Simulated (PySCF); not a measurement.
**One shape, several levels: C2H5FO2Si (SMILES C=C[Si](O)(O)F)**

Aim: a comparison of 6 runs (HF/STO-3G, HF/3-21G, HF/def2-TZVP, B3LYP/6-31G*, PBE0/def2-SVP, CCSD(T)/def2-SVP) of C2H5FO2Si. Input form: a Python script.

Program for the calculation: PySCF 2.14.0.

## 1. The system as given

C2H5FO2Si: 11 atoms, total charge 0, spin state singlet. As SMILES, `C=C[Si](O)(O)F`. The shape is that of a PBE0-D4/def2-TZVP optimisation. This is one conformer, not always the lowest.

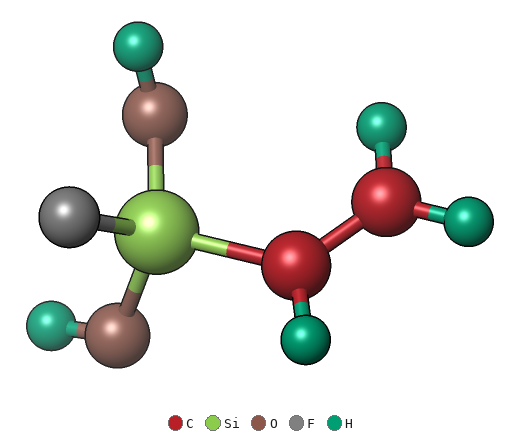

Viewed from a chosen angle; carbon red, silicon green, oxygen brown, fluorine grey, hydrogen teal.

## 2. Energy and forces at HF/STO-3G (run 1)

The input, input.xyz:

```xyz
11
C2H5FO2Si
C      0.388700    -0.501600     1.809600
C     -0.460300     0.162100     1.029900
Si    -0.203400     0.330700    -0.781100
O      1.189400    -0.346300    -1.300800
O     -1.456400    -0.361400    -1.546500
F     -0.133100     1.885900    -1.148900
H      1.273300    -0.983900     1.404000
H      0.235800    -0.598200     2.880600
H     -1.335600     0.620800     1.485900
H      1.972100     0.205900    -1.314800
H     -1.405200    -0.471000    -2.497200
```

The input, job.py:

```python
import pyscf.grad
from pyscf import gto, scf

molecule = gto.Mole()
molecule.atom = 'input.xyz'
molecule.spin = 0
molecule.basis = 'sto-3g'
molecule.max_memory = 1860
molecule.verbose = 4
molecule.build()

mf = scf.RHF(molecule)
mf.conv_tol = 1e-10
mf.kernel()
if not mf.converged:
    mf = mf.newton().run(mf.mo_coeff, mf.mo_occ)

etot = mf.e_tot
print('Final energy', etot)
grad = mf.Gradients().kernel()
dip = mf.dip_moment()
pop, q = mf.mulliken_pop()
```

Launch:

```bash
$ OMP_NUM_THREADS=1 python job.py
```

Standard output:

```text
PySCF version 2.14.0

[... 65 lines left out ...]
converged SCF energy = -609.067554862969
Final energy -609.0675548629688
[... 11 lines left out ...]
Dipole moment(X, Y, Z, Debye):  1.02169,  0.41469, -0.10802
[... 51 lines left out ...]
charge of   10H =      0.18417
```

Run time: 6.6 s. Hardware: 1 thread of Intel Xeon at 2.50GHz (Skylake/Cascade Lake), shared host; peak memory 0.12 GiB.

## 3. Energy and forces at HF/3-21G (run 2)

The input, calc.py:

```python
import pyscf.grad
from pyscf import gto, scf

mol = gto.M(
    atom='''
C        0.388700      -0.501600       1.809600
C       -0.460300       0.162100       1.029900
Si      -0.203400       0.330700      -0.781100
O        1.189400      -0.346300      -1.300800
O       -1.456400      -0.361400      -1.546500
F       -0.133100       1.885900      -1.148900
H        1.273300      -0.983900       1.404000
H        0.235800      -0.598200       2.880600
H       -1.335600       0.620800       1.485900
H        1.972100       0.205900      -1.314800
H       -1.405200      -0.471000      -2.497200
''',
    verbose=4,
    basis='3-21g',
    max_memory=1860,
)

hf = scf.RHF(mol)
hf.conv_tol = 1e-10
hf.kernel()
if not hf.converged:
    hf = hf.newton().run(hf.mo_coeff, hf.mo_occ)

e_tot = hf.e_tot
print('E(%s) = %.9f' % ('HF', e_tot))
grad = hf.Gradients().kernel()
hf.analyze()
```

Launch:

```bash
$ OMP_NUM_THREADS=1 python calc.py
```

Standard output:

```text
PySCF version 2.14.0

[... 91 lines left out ...]
MO #3   energy= -20.4631677693553  occ= 2
[... 12 lines left out ...]
MO #16  energy= -0.75884833617187  occ= 2
[... 12 lines left out ...]
MO #29  energy= 0.14213623473688   occ= 0
[... 12 lines left out ...]
MO #42  energy= 0.637410706031518  occ= 0
[... 12 lines left out ...]
MO #55  energy= 1.68187105129814   occ= 0
[... 12 lines left out ...]
MO #68  energy= 3.93665379475766   occ= 0
[... 82 lines left out ...]
Dipole moment(X, Y, Z, Debye):  1.80701,  0.02837,  0.26438
```

It took 6.6 s on 1 thread of Intel Xeon at 2.50GHz (Skylake/Cascade Lake), shared host; peak memory 0.14 GiB.

Runs 3 to 5 aren't shown in full; the table further down has their settings and results.

## 4. The energy at CCSD(T)/def2-SVP (run 6)

The input, run.py:

```python
from pyscf import gto, cc

system = gto.M(
    atom=[
    ('C', (0.388700, -0.501600, 1.809600)),
    ('C', (-0.460300, 0.162100, 1.029900)),
    ('Si', (-0.203400, 0.330700, -0.781100)),
    ('O', (1.189400, -0.346300, -1.300800)),
    ('O', (-1.456400, -0.361400, -1.546500)),
    ('F', (-0.133100, 1.885900, -1.148900)),
    ('H', (1.273300, -0.983900, 1.404000)),
    ('H', (0.235800, -0.598200, 2.880600)),
    ('H', (-1.335600, 0.620800, 1.485900)),
    ('H', (1.972100, 0.205900, -1.314800)),
    ('H', (-1.405200, -0.471000, -2.497200)),
],
    max_memory=1860,
    charge=0,
    spin=0,
    basis='def2-svp',
    verbose=4,
)

hf = system.RHF()
hf.conv_tol = 1e-10
hf.kernel()
if not hf.converged:
    hf = hf.newton().run(hf.mo_coeff, hf.mo_occ)

mycc = cc.CCSD(hf, frozen=10)
mycc.kernel()
e_t = mycc.ccsd_t()
e_final = mycc.e_tot + e_t
print('E = %.10f Eh' % e_final)
hf.analyze()
```

Launch:

```bash
$ OMP_NUM_THREADS=1 python run.py
```

Standard output:

```text
PySCF version 2.14.0

[... 115 lines left out ...]
MO #8   energy= -4.30544497225454  occ= 2
[... 20 lines left out ...]
MO #29  energy= 0.133298896402836  occ= 0
[... 20 lines left out ...]
MO #50  energy= 0.840484170010801  occ= 0
[... 20 lines left out ...]
MO #71  energy= 1.58036852295034   occ= 0
[... 20 lines left out ...]
MO #92  energy= 2.63179840798858   occ= 0
[... 20 lines left out ...]
MO #113 energy= 4.1116154601253    occ= 0
[... 127 lines left out ...]
Dipole moment(X, Y, Z, Debye):  1.46182, -0.20986,  0.03095
```

It took 2.7 min on 1 thread of Intel Xeon at 2.50GHz (Skylake/Cascade Lake), shared host; peak memory 1 GiB.

## 5. All runs side by side

```csv
run,level,Cartesian functions,integration grid,energy (Eh),dipole moment (D) of the reference,HOMO energy (eV),LUMO energy (eV),wall time
1,HF/STO-3G,no,–,-609.067555,1.11,-8.95,8.13,6.6 s
2,HF/3-21G,no,–,-613.578476,1.83,-10.80,3.87,6.6 s
3,HF/def2-TZVP,no,–,-617.077050,1.36,-10.68,3.22,8.5 min
4,B3LYP/6-31G* (Cartesian functions),yes,5,-619.136723,1.34,-7.68,-0.29,89 s
5,PBE0/def2-SVP,no,5,-618.329329,1.32,-8.18,-0.34,2 min
6,CCSD(T)/def2-SVP,no,–,-617.519386,1.48,-10.69,3.63,2.7 min
```

## 6. Outcome

| quantity | value |
| --- | --- |
| run 6: total energy | -617.51939 Eh |
| run 6: dipole moment (Hartree–Fock density) | 1.48 D |
| run 6: HOMO energy (Hartree–Fock orbitals) | -10.69 eV |
| run 6: LUMO energy (Hartree–Fock orbitals) | 3.63 eV |
| run 6: HOMO–LUMO gap (Hartree–Fock orbitals) | 14.31 eV |
| run 6: correlation energy (10 core orbitals frozen) | -968.3 mEh |
| run 6: (T) correction | -22.87 mEh |
| run 6: T1 diagnostic | 0.011 |

**Reading.** Over runs 1, 2, 3, 4, 5 the dipole moment (its size) runs from 1.11 D (HF/STO-3G) to 1.83 D (HF/3-21G). Over runs 1, 2, 3, 4, 5 the HOMO–LUMO gap runs from 7.39 eV (B3LYP/6-31G*) to 17.08 eV (HF/STO-3G). The two ends differ in method and basis. Totals of different functionals can't be ranked against each other. In run 1 the basis is minimal, so the values are rough. All runs together took 15 min, the longest 8.5 min.
